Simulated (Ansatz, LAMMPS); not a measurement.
# Elastic response of amorphous SiO1.7 (154 atoms): runs compared

How stiff is amorphous SiO1.7 (154 atoms)?

Computed with Ansatz 0.2.0: Kohn-Sham DFT, PBE, PAW (set soft_1), plane waves.

### Step 1. The cell as built

The cell holds 154 atoms: 57 Si and 97 O. Its edges and angles: a = 13.312 Å, b = 13.312 Å, c = 13.312 Å, α = 90.0°, β = 90.0°, γ = 90.0°. 154 atoms (57 Si, 97 O) placed at random at 2.22 g/cm³, melted at 5000 K for 10 ps at fixed volume with the Tersoff Si-O potential (Munetoh et al., Comput. Mater. Sci. 39, 334 (2007)). Quenched from 5000 K to 100 K at 30 K/ps and fixed volume, held 5 ps.

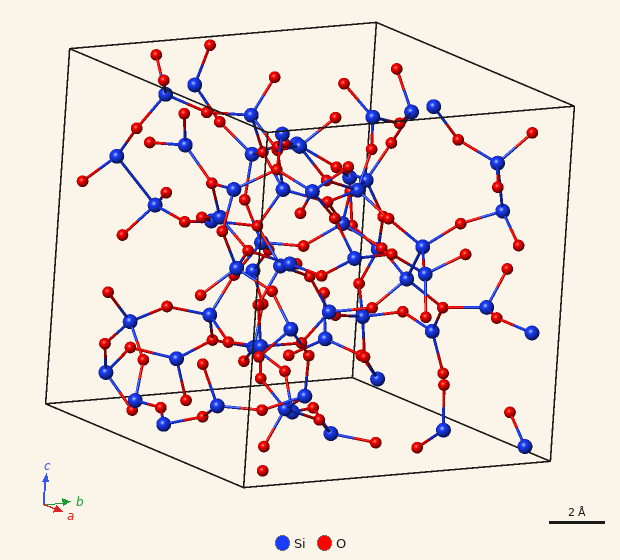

The cell as built. Bonds to atoms that aren't drawn are left out. Some periodic images of atoms are drawn too.

What the set-up can't give: The quench rate of 30 K/ps is many orders above laboratory rates, so the cell is likely richer in defects and strain than a real sample. The starting topology of bonds comes from the classical model, and needn't be the one that DFT or experiment would give. The Brillouin zone is sampled at Γ only.

### Step 2. The reference run

The reference is a single point at the end of the relaxation.

Every strained cell starts from the geometry of this run, and its atoms are relaxed with the cell held.

Its input, with most atom lines left out:

```yaml
crystal:
  lattice:
    - [13.1329, 0.08666, -0.03561]
    - [0.08666, 13.25498, 0.10092]
    - [-0.03561, 0.10092, 12.96616]
  atoms:
    - { symbol: Si, position: [0.1822, 0.22914, 0.9151] }
    - { symbol: Si, position: [0.88878, 0.22939, 0.75231] }
    - { symbol: Si, position: [0.75203, 0.01368, 0.1485] }
    - { symbol: Si, position: [0.93575, 0.59332, 0.52899] }
    - { symbol: Si, position: [0.54348, 0.16863, 0.62175] }
    - { symbol: Si, position: [0.02973, 0.16712, 0.09259] }
    - { symbol: Si, position: [0.21237, 0.53366, 0.16993] }
    [... atom lines 8 to 154 left out ...]
kpoints:
  mp_grid: { grid: [1, 1, 1] }
hamiltonian:
  xc: pbe
  pseudopotentials: { kind: paw, azcp: { folder: soft_1 } }
scf:
  occupations: { method: gaussian, width: 0.025 }
output:
  forces: true
  stress: true
  populations: true
  dos:
    method: { smearing: { sigma: 0.15 } }
    de: 0.1
    projected: { site_lists: { O: [O], Si: [Si] } }
  eigenvalues: true
  write_density: true
  write_potential: true
  volumetric_format: npy
```

| Property | Result |
| --- | --- |
| free energy per atom | -593.5590 eV/atom |
| r.m.s. force component | 0.02674 eV/Å |
| pressure | -0.1253 GPa |

Filled and empty levels are parted by 0.165 eV (at Γ alone); a semilocal functional tends to put such gaps too low. In a disordered cell it changes from sample to sample, and tail or defect levels can set it.

### Step 3. The runs

Each row is one run, on 4 threads of Arm Neoverse V2, shared host. The free energy is the program's total, comparable only between runs with the same functional, potentials and atoms.

```tsv
run	atoms	outcome	ionic steps, all passes	free energy (eV)	time	host memory (GiB)
Single point at the start	154	converged	-	-91355.783	68 s	3.2
Cell and atoms relaxed	154	cut at the time limit	96	-91408.235	54 min	3.4
Single point at the relaxed geometry	154	converged	-	-91408.092	74 s	3.2
Volume -3 %	154	converged	9	-91407.852	5.7 min	3.1
Volume +3 %	154	converged	7	-91407.741	5 min	3.3
Volume -6 %	154	converged	12	-91406.928	9.2 min	3.1
Volume +6 %	154	converged	9	-91406.777	6.4 min	3.4
Volume -10 %	154	converged	17	-91404.695	15 min	3.1
Stretched by 1 % along x	154	converged	6	-91408.010	3.8 min	3.2
Compressed by 1 % along x	154	converged	8	-91408.057	5 min	3.2
```

In some runs the program notes that the exchange-correlation potential is rough where the density is thin and the SCF threshold is loose for the stress.

### Step 4. Pressure against volume

Atoms are relaxed at each volume, in the scaled cell.

```tsv
volume change (%)	volume (Å³/atom)	energy change (meV/atom)	pressure (GPa)	largest move on relaxing (Å)	bonds
-10	13.189	22.06	5.09	0.58	206
-6	13.776	7.55	3.01	0.39	205
-3	14.215	1.56	1.41	0.19	205
+0	14.655	0.00	-0.13	-	205
+3	15.095	2.28	-1.61	0.12	205
+6	15.534	8.54	-2.97	0.23	205
```

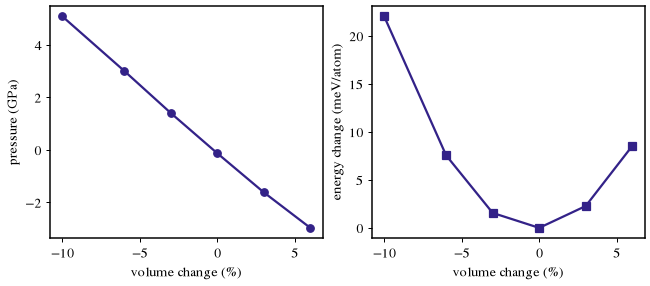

Pressure and energy against volume.

### Step 5. Uniaxial strain and shear

Stress (GPa, compression positive) less that of the relaxed cell, atoms relaxed:

```tsv
strain	xx	yy	zz	xy	energy change (meV/atom)
stretched by 1 % along x	-1.195	-0.280	-0.291	0.032	0.53
compressed by 1 % along x	1.082	0.216	0.307	0.022	0.23
```

### Step 6. What came out

The bulk modulus, from the slope of pressure against ln V over the three points nearest the relaxed volume, is 50.3 GPa; between neighbouring points the slope runs 48, 51, 50, 50 and 47 GPa from the smallest volume up, without a steady fall, so no pressure derivative is given. The count of bonds runs from 205 to 206 over the series, so at some points contacts cross the cutoffs. At -10 % some atom moved by over 0.5 Å on relaxing, so that point may sit in another local minimum. In the Cartesian axes of the cell, finite differences give C11 = 114, C12 = 24.8 and C13 = 29.9 GPa. The mean of C11, C12 and C13, which equals the bulk modulus in a cubic or isotropic solid, is 56.2 GPa: it lies 12 % over the bulk modulus from the volumes.

**Limits.** Strains are finite and relaxations stop at the force tolerance of the input, which can leave moduli too stiff; they are those of a static cell at zero temperature. Volumes are changed with the cell's shape held, so in an anisotropic solid the modulus lies over the one under free hydrostatic load. The first relaxation stopped at its limit, so the strained cells go on relaxing towards a minimum that it hadn't reached. The program notes that the SCF threshold of the relaxations is loose for the stress.

The DFT runs together took 1.8 h of wall time.

[Logs are printed without paths, hosts, clocks, repeated set-up lines and the standing remarks that a program may print on its own settings, such as how far it seeks lower states.]

[Hosts, paths, dates, database ids (printed as entryN), source tags and the programs' standing remarks are cut or masked in the printed files.]
